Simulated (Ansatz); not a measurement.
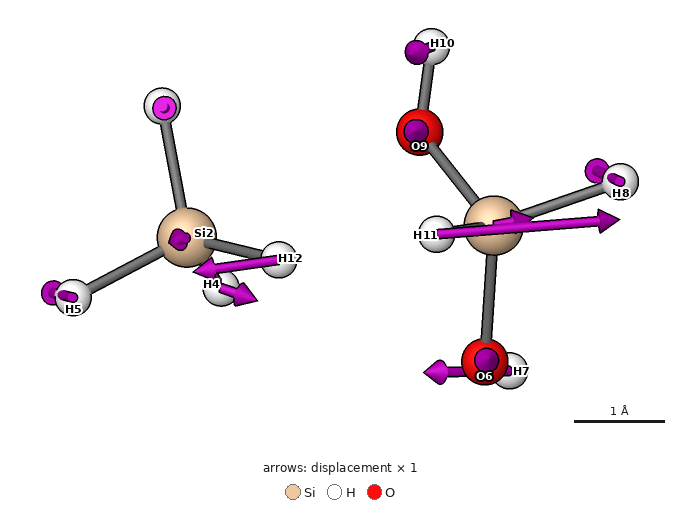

This is a relaxation of Si₂H₈O₂. The starting structure is drawn; purple arrows show the displacements, at their true length. The two geometries are superimposed by the best rigid fit.

The picture is a ball-and-stick view, seen face on.

The run prepares an end point of a later path (reaction) calculation, from a guessed geometry.

These are results of RKS B3LYP-D4/def2-SVP (Ansatz), not measurements.

Input file:
```yaml
crystal:
  periodic: [false, false, false]
  atoms:
    - { symbol: Si, position_ang: [0.13854, 0.235073, -0.527836] }
    - { symbol: Si, position_ang: [0.272633, 0.135215, 2.900613] }
    - { symbol: H, position_ang: [-1.158554, -0.195825, 3.171991] }
    - { symbol: H, position_ang: [1.048042, -1.09382, 2.583873] }
    - { symbol: H, position_ang: [0.845057, 0.733688, 4.148591] }
    - { symbol: O, position_ang: [1.740915, -0.160042, -0.390379] }
    - { symbol: H, position_ang: [1.994374, -1.061138, -0.622369] }
    - { symbol: H, position_ang: [-0.34395, 0.200167, -1.944239] }
    - { symbol: O, position_ang: [-0.7332, -0.899632, 0.337972] }
    - { symbol: H, position_ang: [-1.685418, -0.967968, 0.199542] }
    - { symbol: H, position_ang: [0.010108, 1.5793, 0.045622] }
    - { symbol: H, position_ang: [0.363451, 1.139083, 1.830419] }
basis:
  gaussian: { orbitals: def2-SVP }
hamiltonian:
  xc: b3lyp
  dispersion: d4
relax:
  f_tol: 0.03
  max_steps: 50
```

Run as
```bash
ansatz run input.yaml --threads 2 --pin off --max-ram 3072MiB --backend cpu --events-out ev --progress --plain --runs-dir out
```

Question: Which element moves most?

Answer: Hydrogen: up to 2.08 Å, against 1.27 Å for oxygen.

Question: Describe the change and its energy.

Answer: H11 moves most after the best rigid fit: 2.08 Å. By element the largest moves are H 2.08 Å, O 1.27 Å, Si 0.47 Å. Among the contacts that change: Si1–Si2 3.433 → 4.120 Å, Si1–H11 1.467 → 1.482 Å, Si2–H3 1.494 → 1.488 Å, Si2–H5 1.498 → 1.493 Å. Groups turn about Si1–O9 by about 30°. After 34 accepted moves (37 points after the start) the energy has fallen by 0.253 eV. Largest force component: 0.64 eV/Å at the start, 0.02 eV/Å at the end. The line search rejected the trial steps at points 5, 6, 15 of the run. The forces were under the threshold at step 29, but the run went on from there. The run took 80 s on 2 threads of Arm Neoverse V2, on a shared host, peak memory 0.22 GiB.
